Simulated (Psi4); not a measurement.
**Geometry relaxation, with input and output: PH2 (part 2 of 3)**

Continued. System: PH2, multiplicity 2, SMILES [PH2]. Method: r2SCAN/cc-pVDZ, UKS (Psi4 1.11). The geometry comes from this level: PBE0-D4/def2-TZVP. The settings are looser than a standard set-up, so the numbers are not reference values.

Geometry of the input (Å):
```
P  0.5257  -0.3094  0.2582
H  0.1146  1.0515  0.1767
H  -0.6404  -0.7421  -0.4350
```

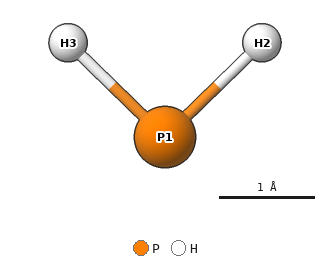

**Figure 1.** The input geometry (ball-and-stick view, seen on its broad side; atoms are numbered from 1 in the order of the input).

Output, continued:
```
       Center              X                  Y                   Z               Mass
    ------------   -----------------  -----------------  -----------------  -----------------
         P            0.049965526874    -0.026540508327    -0.000000000000    30.973761998420
         H           -0.263425138001     1.357380087668    -0.000000000000     1.007825032230
         H           -1.272179047280    -0.541703395841     0.000000000000     1.007825032230

  Running in c1 symmetry.

  Rotational constants: A =     10.38876  B =      7.23459  C =      4.26471 [cm^-1]
  Rotational constants: A = 311447.30679  B = 216887.53810  C = 127852.70604 [MHz]
  Nuclear repulsion =   11.434061031767376

  Charge       = 0
  Multiplicity = 2
  Electrons    = 17
  Nalpha       = 9
  Nbeta        = 8

  ==> Algorithm <==

  SCF Algorithm Type is PK.
  DIIS enabled.
  MOM disabled.
  Fractional occupation disabled.
  Guess Type is READ.
  Energy threshold   = 1.00e-08
  Density threshold  = 1.00e-08
  Integral threshold = 1.00e-12

   => Molecular Quadrature <=

    Radial Scheme          =       TREUTLER
    Pruning Scheme         =           NONE
    Nuclear Scheme         =       TREUTLER

    Blocking Scheme        =         OCTREE
    BS radius alpha        =              1
    Pruning alpha          =              1
    Radial Points          =             15
    Spherical Points       =             26
    Total Points           =           1129
    Total Blocks           =             21
    Max Points             =            108
    Max Functions          =             28
    Weights Tolerance      =       1.00E-15

   => Loading Basis Set <=

    Name: CC-PVDZ
    Role: ORBITAL
    Keyword: BASIS

  Reading orbitals from file scr/h2p.default.1843.180.npy, no projection.

  ==> DiskJK: Disk-Based J/K Matrices <==

    J tasked:                  Yes
    K tasked:                   No
    wK tasked:                  No
    Memory [MiB]:             1141
    Schwarz Cutoff:          1E-12

  Cached 100.0% of DFT collocation blocks in 0.002 [GiB].

  Minimum eigenvalue in the overlap matrix is 2.7005917786E-02.
  Reciprocal condition number of the overlap matrix is 7.9413125740E-03.
    Using symmetric orthogonalization.

  ==> Pre-Iterations <==

  SCF Guess: Orbitals guess was supplied from a previous computation.

   -------------------------------------------------------
    Irrep   Nso     Nmo     Nalpha   Nbeta   Ndocc  Nsocc
   -------------------------------------------------------
     A         28      28       9       8       8       1
   -------------------------------------------------------
    Total      28      28       9       8       8       1
   -------------------------------------------------------

  ==> Iterations <==

                        Total Energy        Delta E     RMS |[F,P]|

   @UKS iter   0:  -342.49758601190678   -3.42498e+02   9.90021e-04
   @UKS iter   1:  -342.49331033089669    4.27568e-03   2.00900e-04 ADIIS/DIIS
   @UKS iter   2:  -342.49332563125989   -1.53004e-05   1.37739e-04 ADIIS/DIIS
   @UKS iter   3:  -342.49333877907367   -1.31478e-05   1.96600e-05 DIIS
   @UKS iter   4:  -342.49333901396056   -2.34887e-07   3.55760e-06 DIIS
   @UKS iter   5:  -342.49333902189437   -7.93381e-09   7.44957e-07 DIIS
   @UKS iter   6:  -342.49333902256870   -6.74333e-10   2.05774e-07 DIIS
   @UKS iter   7:  -342.49333902265090   -8.21956e-11   2.74676e-08 DIIS
   @UKS iter   8:  -342.49333902265221   -1.30740e-12   5.56770e-09 DIIS
  Energy and wave function converged.

  ==> Post-Iterations <==

   Electrons on quadrature grid:
      Nalpha   =    9.0081233732 ; deviation = 8.123e-03
      Nbeta    =    8.0082941658 ; deviation = 8.294e-03
      Ntotal   =   17.0164175389 ; deviation = 1.642e-02

   @Spin Contamination Metric:   8.033059764E-03
   @S^2 Expected:                7.500000000E-01
   @S^2 Observed:                7.580330598E-01
   @S   Expected:                5.000000000E-01
   @S   Observed:                5.000000000E-01

    Final Occupation by Irrep:
              A
    DOCC [     8 ]
    SOCC [     1 ]
    NA   [     9 ]
    NB   [     8 ]

  @UKS Final Energy:  -342.49333902265221

   => Energetics <=

    Nuclear Repulsion Energy =             11.4340610317673761
    One-Electron Energy =                -495.4143802533958478
    Two-Electron Energy =                 165.3984921060839497
    DFT Exchange-Correlation Energy =     -23.9115119071076911
    Empirical Dispersion Energy =           0.0000000000000000
    VV10 Nonlocal Energy =                  0.0000000000000000
    Total Energy =                       -342.4933390226522079

  UHF NO Occupations:
  HONO-2 :    7  A 1.9996226
  HONO-1 :    8  A 1.9965470
  HONO-0 :    9  A 1.0000000
  LUNO+0 :   10  A 0.0034530
  LUNO+1 :   11  A 0.0003774
  LUNO+2 :   12  A 0.0001909
  LUNO+3 :   13  A 0.0000011

Computation Completed

Properties will be evaluated at   0.000000,   0.000000,   0.000000 [a0]

Properties computed using the SCF density matrix

 Multipole Moments:

 ------------------------------------------------------------------------------------
     Multipole            Electronic (a.u.)      Nuclear  (a.u.)        Total (a.u.)
 ------------------------------------------------------------------------------------

 L = 1.  Multiply by 2.5417464519 to convert [e a0] to [Debye]
 Dipole X            :          1.1822269           -1.4855539           -0.3033271
 Dipole Y            :         -0.6279683            0.7890912            0.1611228
 Dipole Z            :          0.0000000            0.0000000            0.0000000
 Magnitude           :                                                    0.3434645

 ------------------------------------------------------------------------------------

	total time  =          0 seconds =       0.00 minutes

         ------------------------------------------------------------
                                   SCF GRAD
         ------------------------------------------------------------

  ==> Geometry <==

    Molecular point group: c1
    Full point group: Cs

    Geometry (in Angstrom), charge = 0, multiplicity = 2:

       Center              X                  Y                   Z               Mass
    ------------   -----------------  -----------------  -----------------  -----------------
         P            0.049965526874    -0.026540508327    -0.000000000000    30.973761998420
         H           -0.263425138001     1.357380087668    -0.000000000000     1.007825032230
         H           -1.272179047280    -0.541703395841     0.000000000000     1.007825032230

  Nuclear repulsion =   11.434061031767376

   => Molecular Quadrature <=

    Radial Scheme          =       TREUTLER
    Pruning Scheme         =           NONE
    Nuclear Scheme         =       TREUTLER

    Blocking Scheme        =         OCTREE
    BS radius alpha        =              1
    Pruning alpha          =              1
    Radial Points          =             15
    Spherical Points       =             26
    Total Points           =           1129
    Total Blocks           =             21
    Max Points             =            108
    Max Functions          =             28
    Weights Tolerance      =       1.00E-15

  -Total Gradient:
     Atom            X                  Y                   Z
    ------   -----------------  -----------------  -----------------
       1        0.004962574498    -0.002634279514     0.000000000000
       2        0.005927026565    -0.003580190880    -0.000000000000
       3        0.006283174787    -0.002906671136     0.000000000000

	total time  =          1 seconds =       0.02 minutes

    			-----------------------------------------

    			 OPTKING 3.0: for geometry optimizations

    			        with contributions from

    			-----------------------------------------

	                            ===> Fragment 1 <==

	 Z (Atomic Numbers)          Masses                          Geom
	      15.000000            30.973762          0.09442116 -0.05015429 -0.00000000
	       1.000000             1.007825         -0.49780137  2.56507661 -0.00000000
	       1.000000             1.007825         -2.40406998 -1.02367106  0.00000000

	 - Coordinate -           - BOHR/RAD -       - ANG/DEG -
	 R(1,2)           =         2.681447           1.418961
	 R(1,3)           =         2.681454           1.418964
	 B(2,1,3)         =         1.719646          98.528464

	        --- Internal Coordinate Step in ANG or DEG, aJ/ANG or AJ/DEG ---
	-------------------------------------------------------------------------------
	           Coordinate      Previous         Force          Change          New
	           ----------      --------        ------          ------        ------
	               R(1,2)       1.41896        0.00471        0.00143       1.42039
	               R(1,3)       1.41896        0.00469        0.00143       1.42039
	             B(2,1,3)      98.52846       -0.00002       -0.06484      98.46363
	-------------------------------------------------------------------------------

	                                 ==> Convergence Check <==

	Measures of convergence in internal coordinates in au.

	Criteria marked as inactive (o), active & met (*), and active & unmet ( ).

	----------------------------------------------------------------------------------------------
	   Step    Total Energy     Delta E     Max Force     RMS Force      Max Disp      RMS Disp
	----------------------------------------------------------------------------------------------
	  Convergence Criteria              o    1.50e-05 *    1.00e-05 *    6.00e-05 *    4.00e-05 *
	----------------------------------------------------------------------------------------------
	     2    -342.49333902    5.52e-04 o    5.71e-04      4.81e-04      2.71e-03      2.30e-03    ~
	----------------------------------------------------------------------------------------------

Next Geometry in Ang
	Fragment 1 (Ang)

	    P   0.0508726920  -0.0270242327  -0.0000000000
	    H  -0.2636170816   1.3581160198  -0.0000000000
	    H  -1.2728942687  -0.5419556036   0.0000000000

    Structure for next step:
    Molecular point group: c1
    Full point group: Cs

    Geometry (in Angstrom), charge = 0, multiplicity = 2:

    P            0.050048668430    -0.026584841599    -0.000000000000
    H           -0.264441105152     1.358555410848    -0.000000000000
    H           -1.273718292265    -0.541516212456     0.000000000000

gradient() will perform analytic gradient computation.

  ==> Geometry <==

    Molecular point group: c1
    Full point group: Cs

    Geometry (in Angstrom), charge = 0, multiplicity = 2:

       Center              X                  Y                   Z               Mass
    ------------   -----------------  -----------------  -----------------  -----------------
         P            0.050048668430    -0.026584841599    -0.000000000000    30.973761998420
         H           -0.264441105152     1.358555410848    -0.000000000000     1.007825032230
         H           -1.273718292265    -0.541516212456     0.000000000000     1.007825032230

  Running in c1 symmetry.

  Rotational constants: A =     10.35425  B =      7.22707  C =      4.25627 [cm^-1]
  Rotational constants: A = 310412.52904  B = 216662.16163  C = 127599.84634 [MHz]
  Nuclear repulsion =   11.422668015851682

  Charge       = 0
  Multiplicity = 2
  Electrons    = 17
  Nalpha       = 9
  Nbeta        = 8

   => Molecular Quadrature <=

    Radial Scheme          =       TREUTLER
    Pruning Scheme         =           NONE
    Nuclear Scheme         =       TREUTLER

    Blocking Scheme        =         OCTREE
    BS radius alpha        =              1
    Pruning alpha          =              1
    Radial Points          =             15
    Spherical Points       =             26
    Total Points           =           1128
    Total Blocks           =             20
    Max Points             =            109
    Max Functions          =             28
    Weights Tolerance      =       1.00E-15

  ==> DiskJK: Disk-Based J/K Matrices <==

    J tasked:                  Yes
    K tasked:                   No
    wK tasked:                  No
    Memory [MiB]:             1141
    Schwarz Cutoff:          1E-12

  Cached 100.0% of DFT collocation blocks in 0.002 [GiB].

  Minimum eigenvalue in the overlap matrix is 2.7060870993E-02.
  Reciprocal condition number of the overlap matrix is 7.9608313765E-03.
    Using symmetric orthogonalization.

  ==> Iterations <==

                        Total Energy        Delta E     RMS |[F,P]|

   @UKS iter   0:  -342.49284588336934   -3.42493e+02   1.01564e-04
   @UKS iter   1:  -342.49346250092407   -6.16618e-04   1.41147e-05 DIIS
   @UKS iter   2:  -342.49346257982143   -7.88974e-08   9.53804e-06 DIIS
   @UKS iter   3:  -342.49346264315045   -6.33290e-08   1.05405e-06 DIIS
   @UKS iter   4:  -342.49346264381859   -6.68138e-10   1.70089e-07 DIIS
   @UKS iter   5:  -342.49346264383485   -1.62572e-11   1.97624e-08 DIIS
   @UKS iter   6:  -342.49346264383524   -3.97904e-13   5.71083e-09 DIIS
  Energy and wave function converged.

  ==> Post-Iterations <==

   Electrons on quadrature grid:
      Nalpha   =    9.0081777330 ; deviation = 8.178e-03
      Nbeta    =    8.0083415560 ; deviation = 8.342e-03
      Ntotal   =   17.0165192890 ; deviation = 1.652e-02

   @Spin Contamination Metric:   8.039307325E-03
   @S^2 Expected:                7.500000000E-01
   @S^2 Observed:                7.580393073E-01
   @S   Expected:                5.000000000E-01
   @S   Observed:                5.000000000E-01

    Final Occupation by Irrep:
              A
    DOCC [     8 ]
    SOCC [     1 ]
    NA   [     9 ]
    NB   [     8 ]

  @UKS Final Energy:  -342.49346264383524

   => Energetics <=

    Nuclear Repulsion Energy =             11.4226680158516825
    One-Electron Energy =                -495.3916085922145385
    Two-Electron Energy =                 165.3862872075005725
    DFT Exchange-Correlation Energy =     -23.9108092749729835
    Empirical Dispersion Energy =           0.0000000000000000
    VV10 Nonlocal Energy =                  0.0000000000000000
    Total Energy =                       -342.4934626438352439

  UHF NO Occupations:
  HONO-2 :    7  A 1.9996209
  HONO-1 :    8  A 1.9965463
  HONO-0 :    9  A 1.0000000
  LUNO+0 :   10  A 0.0034537
  LUNO+1 :   11  A 0.0003791
  LUNO+2 :   12  A 0.0001916
  LUNO+3 :   13  A 0.0000011

Computation Completed

Properties will be evaluated at   0.000000,   0.000000,   0.000000 [a0]

Properties computed using the SCF density matrix

 Multipole Moments:

 ------------------------------------------------------------------------------------
     Multipole            Electronic (a.u.)      Nuclear  (a.u.)        Total (a.u.)
 ------------------------------------------------------------------------------------

 L = 1.  Multiply by 2.5417464519 to convert [e a0] to [Debye]
 Dipole X            :          1.1857519           -1.4880259           -0.3022740
 Dipole Y            :         -0.6298486            0.7904093            0.1605607
 Dipole Z            :         -0.0000000            0.0000000           -0.0000000
 Magnitude           :                                                    0.3422708

 ------------------------------------------------------------------------------------

	total time  =          0 seconds =       0.00 minutes
```
